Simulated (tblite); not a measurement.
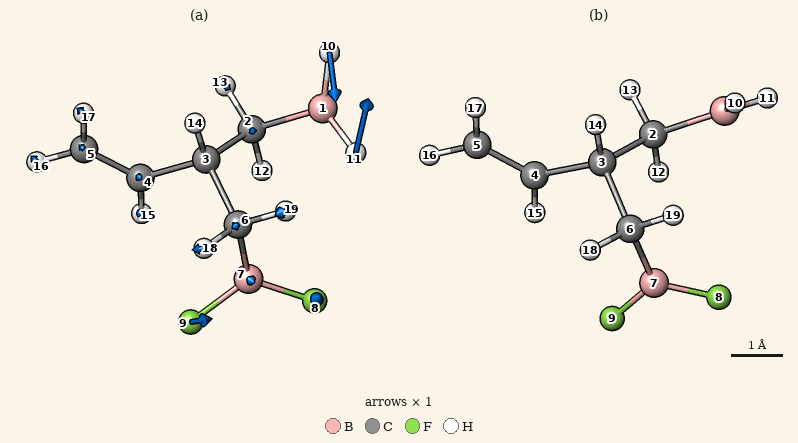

The structure of C₅H₁₀B₂F₂ before (left) and after (right) a relaxation, at one scale. The blue arrows give the displacements, at their true length.

A ball-and-stick model, seen face on.

All numbers below come from GFN2-xTB geometry optimisation, gas phase in tblite 0.8.0. 

Summarise the run.

Answer. After 111 geometry steps the energy has fallen by 107.0 kJ/mol. H11 moves most after the best rigid fit: 1.75 Å. By element the largest moves are H 1.75 Å, F 0.52 Å, B 0.24 Å, C 0.18 Å. Some distances before and after: B7–F9 1.450 → 1.319 Å, B7–F8 1.435 → 1.320 Å, B1–C2 1.610 → 1.568 Å, C6–H18 1.117 → 1.092 Å. Bond angles that change, for instance: B1–C2–C3 107.1° → 117.4°, H12–C2–H13 112.9° → 104.6°, C3–C4–C5 116.2° → 124.4°. The run took 2.4 s on 1 thread of Intel(R) Xeon(R) Processor @ 2.50GHz, on a shared host.
